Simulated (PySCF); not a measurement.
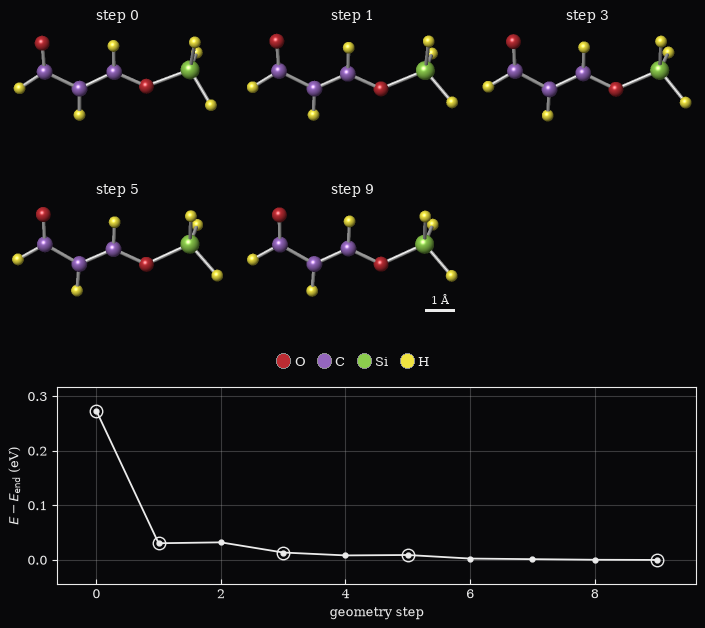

Frames of a relaxation of C$_{3}$H$_{6}$O$_{2}$Si, marked on the history of the run. The picture is a ball-and-stick view, seen at a tilt.

The start comes from GFN2-xTB. Its atoms were then displaced at random by about 0.01 Å.

Level of theory: PBE0-D3(BJ)/def2-SVP geometry optimisation, gas phase in PySCF. 

Describe the path.

After 9 geometry steps the energy has fallen by 0.274 eV. The largest move after the best rigid fit is that of an H atom, 0.23 Å. Largest moves by element: H 0.23 Å, O 0.15 Å, C 0.09 Å, Si 0.02 Å. Some distances before and after: O–Si 1.646 → 1.691 Å, C–O 1.285 → 1.330 Å, C–C 1.383 → 1.346 Å, H–Si 1.456 → 1.492 Å. Bond angles that change, for instance: C–O–Si 133.4° → 127.1°, O–Si–H 100.0° → 106.0°, H–Si–H 114.0° → 110.8°. Cost: 55 s on 1 thread of Arm Neoverse V1 (shared host). From step 0 to 1: an H atom moves most (0.24 Å), energy −0.243 eV. From step 1 to 3: C and H atoms move most (0.12 Å), energy −0.017 eV. From step 3 to 5: an H atom moves most (0.09 Å), energy −0.005 eV. From step 5 to 9: an H atom moves most (0.05 Å), energy −0.009 eV.

```csv
step,"E − E(0), eV"
0,0.0000
1,-0.2431
2,-0.2414
3,-0.2601
4,-0.2654
5,-0.2646
6,-0.2711
7,-0.2723
8,-0.2734
9,-0.2737
```
